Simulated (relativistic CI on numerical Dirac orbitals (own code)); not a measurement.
# Zr²⁺: one ion under different settings

Aim: see what numerical and physical settings do to the SCF, the total energy and the lowest levels of Zr²⁺.

Method: Dirac-Coulomb-Breit CI, KLI orbitals optimised for each configuration, model QED (radiative potential, 1s self-energy scaled to tabulated hydrogen-like ionisation energies), numerical settings as typed. Code: relativistic CI on numerical Dirac orbitals (own code) version 3.

### Step 1. The system

* ion: Zr²⁺ (Zr III)
* nuclear charge: 40
* electrons: 38
* isotope: A = 90

### Step 2. Usual settings

Settings of the run:

```ini
atom Zr  Z=40  charge=2  electrons=38
nucleus A=90  rms_radius_fm=4.2694
hamiltonian dirac-coulomb  breit=on  qed=on  c_scale=1
orbitals kli  potential=per-configuration
slater_scale 1
correlation none
mixing on
grid step=0.0125 r_max=67.1
scf mixing=0.4 start=green max_iterations=150 tolerance=2e-08 node_fill=0.05
configurations
  [Kr] 4d2
  [Kr] 4d 5s
  [Kr] 5s2
  [Kr] 4d 5p
  [Kr] 4d 4f
end
```

Run with:

```sh
$ python run_levels.py task.json out
```

task.json lists these runs, among others, and the program works through them in turn.

The program writes no log. Results of the run, from its result record (rounded, main fields):

```text
{
  "status": "converged",
  "levels [i, E_cm, J2, conf, term, w_term, w_jj]": [
    [0, 0, 4, "4d2", "3F", 0.9944, 0.7339],
    [1, 571.83714, 6, "4d2", "3F", 1, 1],
    [2, 1273.8656, 8, "4d2", "3F", 0.9992, 0.7769],
    [3, 6729.3149, 4, "4d2", "1D", 0.8722, 0.3467],
    [4, 10117.246, 0, "4d2", "3P", 0.9985, 0.6367],
    [5, 10316.125, 2, "4d2", "3P", 1, 1],
    [6, 10706.714, 4, "4d2", "3P", 0.9862, 0.5475],
    [7, 13664.294, 8, "4d2", "1G", 0.9992, 0.7769],
    [8, 18199.607, 2, "4d 5s", "3D", 1, 1],
    [9, 18577.153, 4, "4d 5s", "3D", 0.9972, 0.6411],
    [10, 19199.267, 6, "4d 5s", "3D", 1, 1],
    [11, 28224.595, 4, "4d 5s", "1D", 0.887, 0.5799],
    [12, 29271.332, 0, "4d2", "1S", 0.8453, 0.5416],
    [13, 51100.646, 4, "4d 5p", "1D*", 0.7948, 0.6459],
    "... 16 more rows left out ..."
  ],
  "total_energy [Ha]": -3593.0339769,
  "n_levels_all": 46,
  "overlap": 2.56508e-12,
  "scf_iterations": [11, 11, 11, 11, 12],
  "orbital_energies [Ha]": {"1s": -654.8, "2s": -91.3132, "2p1/2": -83.6154, "2p3/2": -80.4687, "3s": -15.6633, "3p1/2": -12.7949, "3p3/2": -12.2934, "3d3/2": -7.24145, "3d5/2": -7.15004, "4s": -2.68717, "4p1/2": -1.9252, "4p3/2": -1.86169, "4d3/2": -0.807216, "4d5/2": -0.801737},
  "configurations [conf, odd, states, E_av_Ha, breit_Ha, qed_Ha]": [
    ["4d2", 0, 45, -3596.423471, 2.049, 1.372],
    ["4d 5s", 0, 20, -3596.362263, 2.05, 1.372],
    ["5s2", 0, 1, -3596.229929, 2.051, 1.372],
    ["4d 5p", 1, 60, -3596.199526, 2.05, 1.372],
    ["4d 4f", 1, 140, -3595.919103, 2.05, 1.372]
  ],
  "scf_steps of the first configuration [iteration, E_Ha, residual, outer_eigenvalue_Ha]": [
    [1, -3583.601409, 2.06, -1.562],
    [2, -3595.065233, 0.653, -0.9419],
    [3, -3596.397735, 0.0949, -0.7751],
    [4, -3596.415042, 0.0745, -0.8271],
    [5, -3596.423523, 0.0143, -0.809],
    [6, -3596.423435, 0.00044, -0.8014],
    [7, -3596.423472, 0.000139, -0.8019],
    [8, -3596.423472, 3.51e-05, -0.8018],
    [9, -3596.423471, 7.36e-07, -0.8017],
    [10, -3596.423471, 1.22e-07, -0.8017],
    [11, -3596.423471, 1.69e-09, -0.8017]
  ]
}
```

Run time: 0.51 s. Hardware: 1 thread, shared host.

### Step 3. Breit term off

The settings differ from step 2 so:

```diff
@@ -2,3 +2,3 @@
 nucleus A=90  rms_radius_fm=4.2694
-hamiltonian dirac-coulomb  breit=on  qed=on  c_scale=1
+hamiltonian dirac-coulomb  breit=off  qed=on  c_scale=1
 orbitals kli  potential=per-configuration
```

From the record:

```text
{
  "status": "converged",
  "levels [i, E_cm, J2, conf, term, w_term]": [
    [0, 0, 4, "4d2", "3F", 0.9937],
    [1, 610.41651, 6, "4d2", "3F", 1],
    [2, 1357.6896, 8, "4d2", "3F", 0.9991],
    [3, 6760.9873, 4, "4d2", "1D", 0.8692],
    [4, 10135.699, 0, "4d2", "3P", 0.9983],
    [5, 10348.896, 2, "4d2", "3P", 1],
    [6, 10772.209, 4, "4d2", "3P", 0.9847],
    [7, 13718.382, 8, "4d2", "1G", 0.9991],
    "... 22 more rows left out ..."
  ],
  "total_energy [Ha]": -3595.0836457,
  "n_levels_all": 46,
  "overlap": 2.56508e-12,
  "scf_iterations": [11, 11, 11, 11, 12],
  "orbital_energies [Ha]": {"1s": -654.8, "2s": -91.3132, "2p1/2": -83.6154, "2p3/2": -80.4687, "3s": -15.6633, "3p1/2": -12.7949, "3p3/2": -12.2934, "3d3/2": -7.24145, "3d5/2": -7.15004, "4s": -2.68717, "4p1/2": -1.9252, "4p3/2": -1.86169, "4d3/2": -0.807216, "4d5/2": -0.801737},
  "configurations [conf, odd, states, E_av_Ha, breit_Ha, qed_Ha]": [
    ["4d2", 0, 45, -3596.423471, 0, 1.372],
    ["4d 5s", 0, 20, -3596.362263, 0, 1.372],
    ["5s2", 0, 1, -3596.229929, 0, 1.372],
    ["4d 5p", 1, 60, -3596.199526, 0, 1.372],
    ["4d 4f", 1, 140, -3595.919103, 0, 1.372]
  ],
  "scf_steps of the first configuration [iteration, E_Ha, residual, outer_eigenvalue_Ha]": [
    [1, -3583.601409, 2.06, -1.562],
    [2, -3595.065233, 0.653, -0.9419],
    [3, -3596.397735, 0.0949, -0.7751],
    [4, -3596.415042, 0.0745, -0.8271],
    [5, -3596.423523, 0.0143, -0.809],
    [6, -3596.423435, 0.00044, -0.8014],
    [7, -3596.423472, 0.000139, -0.8019],
    [8, -3596.423472, 3.51e-05, -0.8018],
    [9, -3596.423471, 7.36e-07, -0.8017],
    [10, -3596.423471, 1.22e-07, -0.8017],
    [11, -3596.423471, 1.69e-09, -0.8017]
  ]
}
```

Wall time 0.46 s (1 thread, shared host).

### Step 4. QED terms off

The settings differ from step 3 so:

```diff
@@ -2,3 +2,3 @@
 nucleus A=90  rms_radius_fm=4.2694
-hamiltonian dirac-coulomb  breit=off  qed=on  c_scale=1
+hamiltonian dirac-coulomb  breit=on  qed=off  c_scale=1
 orbitals kli  potential=per-configuration
```

From the record:

```text
{
  "status": "converged",
  "levels [i, E_cm, J2, conf, term, w_term]": [
    [0, 0, 4, "4d2", "3F", 0.9944],
    [1, 569.31662, 6, "4d2", "3F", 1],
    [2, 1268.4611, 8, "4d2", "3F", 0.9992],
    [3, 6717.8399, 4, "4d2", "1D", 0.8717],
    [4, 10115.732, 0, "4d2", "3P", 0.9985],
    [5, 10313.604, 2, "4d2", "3P", 1],
    [6, 10702.077, 4, "4d2", "3P", 0.9864],
    [7, 13660.945, 8, "4d2", "1G", 0.9992],
    "... 22 more rows left out ..."
  ],
  "total_energy [Ha]": -3594.4055606,
  "n_levels_all": 46,
  "overlap": 2.56508e-12,
  "scf_iterations": [11, 11, 11, 11, 12],
  "orbital_energies [Ha]": {"1s": -654.8, "2s": -91.3132, "2p1/2": -83.6154, "2p3/2": -80.4687, "3s": -15.6633, "3p1/2": -12.7949, "3p3/2": -12.2934, "3d3/2": -7.24145, "3d5/2": -7.15004, "4s": -2.68717, "4p1/2": -1.9252, "4p3/2": -1.86169, "4d3/2": -0.807216, "4d5/2": -0.801737},
  "configurations [conf, odd, states, E_av_Ha, breit_Ha, qed_Ha]": [
    ["4d2", 0, 45, -3596.423471, 2.049, 0],
    ["4d 5s", 0, 20, -3596.362263, 2.05, 0],
    ["5s2", 0, 1, -3596.229929, 2.051, 0],
    ["4d 5p", 1, 60, -3596.199526, 2.05, 0],
    ["4d 4f", 1, 140, -3595.919103, 2.05, 0]
  ],
  "scf_steps of the first configuration [iteration, E_Ha, residual, outer_eigenvalue_Ha]": [
    [1, -3583.601409, 2.06, -1.562],
    [2, -3595.065233, 0.653, -0.9419],
    [3, -3596.397735, 0.0949, -0.7751],
    [4, -3596.415042, 0.0745, -0.8271],
    [5, -3596.423523, 0.0143, -0.809],
    [6, -3596.423435, 0.00044, -0.8014],
    [7, -3596.423472, 0.000139, -0.8019],
    [8, -3596.423472, 3.51e-05, -0.8018],
    [9, -3596.423471, 7.36e-07, -0.8017],
    [10, -3596.423471, 1.22e-07, -0.8017],
    [11, -3596.423471, 1.69e-09, -0.8017]
  ]
}
```

It took 0.46 s on 1 thread, shared host.

### Step 5. Grid step 0.008

Settings of the run:

```ini
atom Zr  Z=40  charge=2  electrons=38
nucleus A=90  rms_radius_fm=4.2694
hamiltonian dirac-coulomb  breit=on  qed=on  c_scale=1
orbitals kli  potential=per-configuration
slater_scale 1
correlation none
mixing on
grid step=0.008 r_max=67.1
scf mixing=0.4 start=green max_iterations=150 tolerance=2e-08 node_fill=0.05
configurations
  [Kr] 4d2
  [Kr] 4d 5s
  [Kr] 5s2
  [Kr] 4d 5p
  [Kr] 4d 4f
end
```

From the record:

```text
{
  "status": "converged",
  "levels [i, E_cm, J2, conf, term, w_term]": [
    [0, 0, 4, "4d2", "3F", 0.9944],
    [1, 571.83721, 6, "4d2", "3F", 1],
    [2, 1273.8657, 8, "4d2", "3F", 0.9992],
    [3, 6729.3165, 4, "4d2", "1D", 0.8722],
    [4, 10117.246, 0, "4d2", "3P", 0.9985],
    [5, 10316.126, 2, "4d2", "3P", 1],
    [6, 10706.715, 4, "4d2", "3P", 0.9862],
    [7, 13664.294, 8, "4d2", "1G", 0.9992],
    "... 22 more rows left out ..."
  ],
  "total_energy [Ha]": -3593.0340424,
  "n_levels_all": 46,
  "overlap": 1.11627e-13,
  "scf_iterations": [11, 11, 11, 11, 12],
  "orbital_energies [Ha]": {"1s": -654.8, "2s": -91.3132, "2p1/2": -83.6154, "2p3/2": -80.4687, "3s": -15.6633, "3p1/2": -12.7949, "3p3/2": -12.2934, "3d3/2": -7.24145, "3d5/2": -7.15004, "4s": -2.68717, "4p1/2": -1.9252, "4p3/2": -1.86169, "4d3/2": -0.807216, "4d5/2": -0.801737},
  "configurations [conf, odd, states, E_av_Ha, breit_Ha, qed_Ha]": [
    ["4d2", 0, 45, -3596.423536, 2.049, 1.372],
    ["4d 5s", 0, 20, -3596.362328, 2.05, 1.372],
    ["5s2", 0, 1, -3596.229994, 2.051, 1.372],
    ["4d 5p", 1, 60, -3596.199591, 2.05, 1.372],
    ["4d 4f", 1, 140, -3595.919168, 2.05, 1.372]
  ],
  "scf_steps of the first configuration [iteration, E_Ha, residual, outer_eigenvalue_Ha]": [
    [1, -3583.601473, 2.06, -1.562],
    [2, -3595.065298, 0.653, -0.9419],
    [3, -3596.3978, 0.0949, -0.7751],
    [4, -3596.415111, 0.0745, -0.8271],
    [5, -3596.423589, 0.0143, -0.809],
    [6, -3596.4235, 0.00044, -0.8014],
    [7, -3596.423537, 0.000137, -0.8019],
    [8, -3596.423537, 3.5e-05, -0.8018],
    [9, -3596.423536, 7.35e-07, -0.8017],
    [10, -3596.423536, 1.22e-07, -0.8017],
    [11, -3596.423536, 1.77e-09, -0.8017]
  ]
}
```

Run time: 0.72 s. Hardware: 1 thread, shared host.

### Step 6. Iteration limit 30

The settings differ from step 5 so:

```diff
@@ -7,4 +7,4 @@
 mixing on
-grid step=0.008 r_max=67.1
-scf mixing=0.4 start=green max_iterations=150 tolerance=2e-08 node_fill=0.05
+grid step=0.0125 r_max=67.1
+scf mixing=0.4 start=green max_iterations=30 tolerance=2e-08 node_fill=0.05
 configurations
```

From the record:

```text
{
  "status": "converged",
  "levels [i, E_cm, J2, conf, term, w_term]": [
    [0, 0, 4, "4d2", "3F", 0.9944],
    [1, 571.83714, 6, "4d2", "3F", 1],
    [2, 1273.8656, 8, "4d2", "3F", 0.9992],
    [3, 6729.3149, 4, "4d2", "1D", 0.8722],
    [4, 10117.246, 0, "4d2", "3P", 0.9985],
    [5, 10316.125, 2, "4d2", "3P", 1],
    [6, 10706.714, 4, "4d2", "3P", 0.9862],
    [7, 13664.294, 8, "4d2", "1G", 0.9992],
    "... 22 more rows left out ..."
  ],
  "total_energy [Ha]": -3593.0339769,
  "n_levels_all": 46,
  "overlap": 2.56508e-12,
  "scf_iterations": [11, 11, 11, 11, 12],
  "orbital_energies [Ha]": {"1s": -654.8, "2s": -91.3132, "2p1/2": -83.6154, "2p3/2": -80.4687, "3s": -15.6633, "3p1/2": -12.7949, "3p3/2": -12.2934, "3d3/2": -7.24145, "3d5/2": -7.15004, "4s": -2.68717, "4p1/2": -1.9252, "4p3/2": -1.86169, "4d3/2": -0.807216, "4d5/2": -0.801737},
  "configurations [conf, odd, states, E_av_Ha, breit_Ha, qed_Ha]": [
    ["4d2", 0, 45, -3596.423471, 2.049, 1.372],
    ["4d 5s", 0, 20, -3596.362263, 2.05, 1.372],
    ["5s2", 0, 1, -3596.229929, 2.051, 1.372],
    ["4d 5p", 1, 60, -3596.199526, 2.05, 1.372],
    ["4d 4f", 1, 140, -3595.919103, 2.05, 1.372]
  ],
  "scf_steps of the first configuration [iteration, E_Ha, residual, outer_eigenvalue_Ha]": [
    [1, -3583.601409, 2.06, -1.562],
    [2, -3595.065233, 0.653, -0.9419],
    [3, -3596.397735, 0.0949, -0.7751],
    [4, -3596.415042, 0.0745, -0.8271],
    [5, -3596.423523, 0.0143, -0.809],
    [6, -3596.423435, 0.00044, -0.8014],
    [7, -3596.423472, 0.000139, -0.8019],
    [8, -3596.423472, 3.51e-05, -0.8018],
    [9, -3596.423471, 7.36e-07, -0.8017],
    [10, -3596.423471, 1.22e-07, -0.8017],
    [11, -3596.423471, 1.69e-09, -0.8017]
  ]
}
```

It took 0.49 s on 1 thread, shared host.

### Step 7. Node fill 50

The settings differ from step 6 so:

```diff
@@ -8,3 +8,3 @@
 grid step=0.0125 r_max=67.1
-scf mixing=0.4 start=green max_iterations=30 tolerance=2e-08 node_fill=0.05
+scf mixing=0.4 start=green max_iterations=85 tolerance=2e-08 node_fill=50
 configurations
```

From the record:

```text
{
  "status": "converged",
  "levels [i, E_cm, J2, conf, term, w_term]": [
    [0, 0, 4, "4d2", "3F", 0.9839],
    [1, 828.85544, 6, "4d2", "3F", 1],
    [2, 1789.7329, 8, "4d2", "3F", 0.9978],
    [3, 5547.3601, 4, "4d2", "1D", 0.846],
    [4, 8838.6758, 0, "4d2", "3P", 0.9957],
    [5, 9150.5675, 2, "4d2", "3P", 1],
    [6, 9727.8168, 4, "4d2", "3P", 0.9753],
    [7, 12072.431, 8, "4d2", "1G", 0.9978],
    "... 22 more rows left out ..."
  ],
  "total_energy [Ha]": -3592.2864825,
  "n_levels_all": 46,
  "overlap": 3.41391e-12,
  "scf_iterations": [13, 14, 12, 13, 12],
  "orbital_energies [Ha]": {"1s": -649.242, "2s": -89.0141, "2p1/2": -80.9717, "2p3/2": -77.9017, "3s": -14.5968, "3p1/2": -11.7239, "3p3/2": -11.2424, "3d3/2": -6.27449, "3d5/2": -6.18971, "4s": -2.32765, "4p1/2": -1.62007, "4p3/2": -1.56676, "4d3/2": -0.65401, "4d5/2": -0.650465},
  "configurations [conf, odd, states, E_av_Ha, breit_Ha, qed_Ha]": [
    ["4d2", 0, 45, -3595.628445, 2.007, 1.364],
    ["4d 5s", 0, 20, -3595.56836, 2.007, 1.364],
    ["5s2", 0, 1, -3595.439695, 2.008, 1.364],
    ["4d 5p", 1, 60, -3595.405954, 2.007, 1.364],
    ["4d 4f", 1, 140, -3595.140596, 2.007, 1.364]
  ],
  "scf_steps of the first configuration [iteration, E_Ha, residual, outer_eigenvalue_Ha]": [
    [1, -3583.601409, 2.58, -1.562],
    [2, -3596.107174, 0.783, -0.8158],
    [3, -3595.470645, 0.126, -0.6388],
    [4, -3595.787946, 0.0759, -0.6642],
    [5, -3595.655041, 0.0133, -0.6555],
    [6, -3595.63235, 0.00208, -0.6512],
    [7, -3595.628201, 0.000253, -0.6504],
    [8, -3595.628567, 4.15e-05, -0.6505],
    [9, -3595.628469, 9.29e-06, -0.6505],
    [10, -3595.628446, 5.41e-07, -0.6505],
    [11, -3595.628445, 5.47e-08, -0.6505],
    [12, -3595.628445, 2.97e-08, -0.6505],
    [13, -3595.628445, 2.16e-10, -0.6505]
  ]
}
```

It took 0.46 s on 1 thread, shared host.

A bad setting: its result is shown only for the comparison.

### Step 8. Comparison

| setting | total energy less usual (Ha) | largest shift of a level among the lowest eight of both runs, same label and place (cm⁻¹) | SCF iterations | time | lowest level | kind of change |
| --- | --- | --- | --- | --- | --- | --- |
| usual | 0 | 0 | 56 | 0.51 s | 4d2 3F2 | - |
| Breit term off | -2.05 | 83.8 | 56 | 0.46 s | 4d2 3F2 | model term |
| QED terms off | -1.37 | 11.5 | 56 | 0.46 s | 4d2 3F2 | model term |
| grid step 0.008 | -6.55e-05 | 0 | 56 | 0.72 s | 4d2 3F2 | numerical |
| iteration limit 30 | 0 | 0 | 56 | 0.49 s | 4d2 3F2 | numerical |
| node fill 50 | 0.747 | 1590 | 64 | 0.46 s | 4d2 3F2 | unsound |

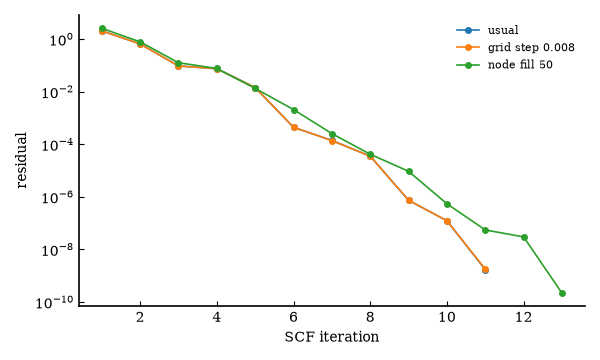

Residual of the first configuration's SCF.

### Step 9. Summary of results

| quantity | value |
| --- | --- |
| lowest level, usual settings | 4d2 3F2 |
| total energy | -3593.0340 Ha |
| first excitation | 571.8 cm⁻¹ |

What this shows: Among the runs whose levels can be followed, they move most under «node fill 50» (unsound), by up to 1590 cm⁻¹. No visible change in the result comes from «iteration limit 30». Only the listed configurations are in the model. In a near-neutral ion this small CI can misplace whole configurations by 10,000 cm⁻¹ or more.
